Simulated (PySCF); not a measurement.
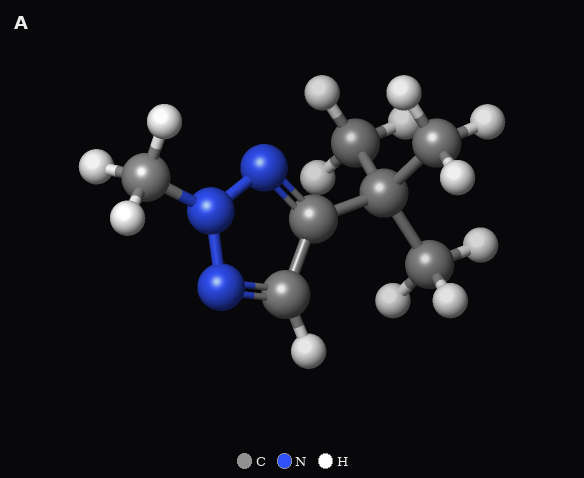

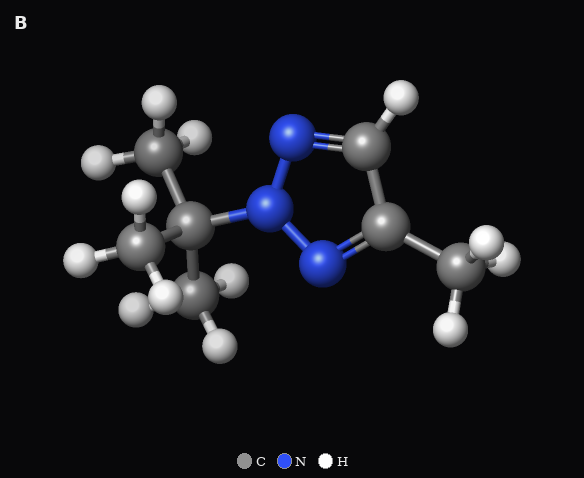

2 stationary structures of one formula. Geometries: GFN2-xTB. Electronic energies: PBE0/pcSseg-1 (PySCF 2.14.0), without zero-point energy. No frequency run is at hand to confirm each as a minimum.

### Which is lowest in energy, and by how much?

B is lowest; A lies 16.3 kJ/mol above it. A is `Cn1ncc(C(C)(C)C)n1`, B is `Cc1cnn(C(C)(C)C)n1`.
